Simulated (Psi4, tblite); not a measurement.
Two rigid molecules brought together: N2 ··· F4Si (SMILES N#N and F[Si](F)(F)F). Monomers: optimised at B3LYP-D3(BJ) (def2-TZVP), held rigid. Orientation: lowest of the rigid-body minima from ten starts at GFN2-xTB. R is the distance of the centres of mass, along which the second monomer moves.

Geometry at R = 3.57 Å (first 2 atoms: monomer A):
```
7

N      0.5455     0.0000     0.0000
N     -0.5455     0.0000     0.0000
F      3.2812     0.8976    -0.8482
Si     3.1038    -0.3974    -1.7133
F      1.8354    -0.2495    -2.6223
F      4.3708    -0.6022    -2.6129
F      2.9291    -1.6360    -0.7690
```

Levels: GFN2-xTB (tblite); SCS-MP2/aug-cc-pVDZ = DF-SCS-MP2/aug-cc-pVDZ, frozen core, counterpoise-corrected in Psi4 1.11; MP2/aug-cc-pVDZ = DF-MP2/aug-cc-pVDZ, frozen core, counterpoise-corrected (Psi4 1.11); PBE0-D3(BJ)/def2-TZVP, counterpoise-corrected (Psi4); HF/aug-cc-pVDZ, counterpoise-corrected (Psi4).

Interaction energies in kcal/mol (negative: bound); R is the distance of the centres of mass, d the N1···F5 distance.

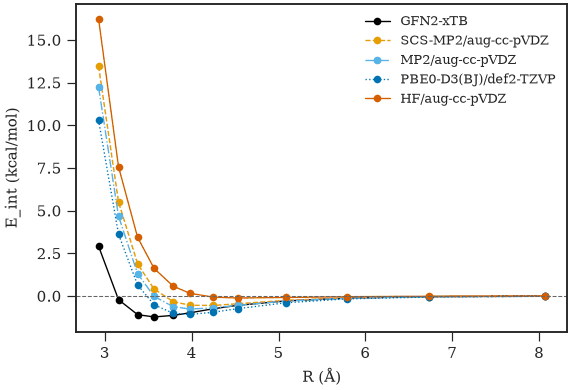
*Interaction energy against separation.*

```
R / Å  d / Å  GFN2-xTB  SCS-MP2/aug-cc-pVDZ  MP2/aug-cc-pVDZ  PBE0-D3(BJ)/def2-TZVP  HF/aug-cc-pVDZ
-----  -----  --------  -------------------  ---------------  ---------------------  --------------
2.93    2.43      2.92                13.47            12.24                  10.30           16.25
3.16    2.61     -0.22                 5.52             4.68                   3.62            7.57
3.38    2.78     -1.10                 1.88             1.30                   0.64            3.43
3.57    2.93     -1.23                 0.40            -0.02                  -0.52            1.61
3.79    3.12     -1.14                -0.33            -0.63                  -1.01            0.57
3.98    3.28     -0.99                -0.54            -0.76                  -1.08            0.16
4.25    3.51     -0.75                -0.56            -0.70                  -0.96           -0.07
4.53    3.76     -0.55                -0.46            -0.55                  -0.75           -0.12
5.09    4.27     -0.29                -0.25            -0.30                  -0.40           -0.09
5.79    4.92     -0.12                -0.12            -0.14                  -0.17           -0.04
6.74    5.82     -0.04                -0.05            -0.05                  -0.06           -0.02
8.07    7.11      0.00                -0.01            -0.02                  -0.02           -0.01
```

Lowest grid point: GFN2-xTB -1.23 kcal/mol at R = 3.57 Å; SCS-MP2/aug-cc-pVDZ -0.56 kcal/mol at R = 4.25 Å; MP2/aug-cc-pVDZ -0.76 kcal/mol at R = 3.98 Å; PBE0-D3(BJ)/def2-TZVP -1.08 kcal/mol at R = 3.98 Å; HF/aug-cc-pVDZ -0.12 kcal/mol at R = 4.53 Å.
